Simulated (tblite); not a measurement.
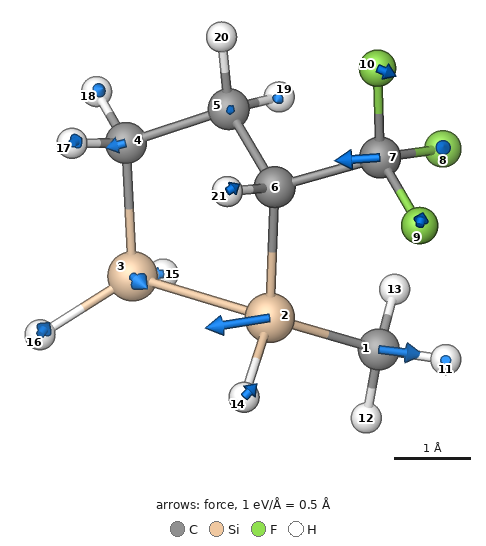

Starting geometry of C5H11F3Si2 with the computed forces as blue arrows. The picture is a ball-and-stick view, seen at a tilt.

The calculation used GFN2-xTB geometry optimisation, gas phase in tblite. 

Q: Is this structure relaxed? If not, where do the atoms go?

A: It isn't relaxed: the largest force vector, on Si2, is 1.79 eV/Å. The final displacements follow the starting forces only in part (cosine between the two patterns 0.31). The largest move after the best rigid fit is that of H15, 0.24 Å. By element the largest moves are H 0.24 Å, F 0.14 Å, C 0.12 Å, Si 0.08 Å. Among the contacts that change: C1–Si2 1.841 → 1.899 Å, Si2–Si3 2.350 → 2.324 Å, C6–C7 1.521 → 1.496 Å, Si2–H14 1.495 → 1.472 Å. Bond angles that change, for instance: Si3–Si2–H14 112.2° → 120.9°, H15–Si3–H16 115.6° → 106.9°, C1–Si2–Si3 109.7° → 116.4°. Over 51 geometry steps the energy falls by 5.78 kcal/mol. The run took 1.7 s on 1 thread of AMD EPYC, with other jobs on the host.
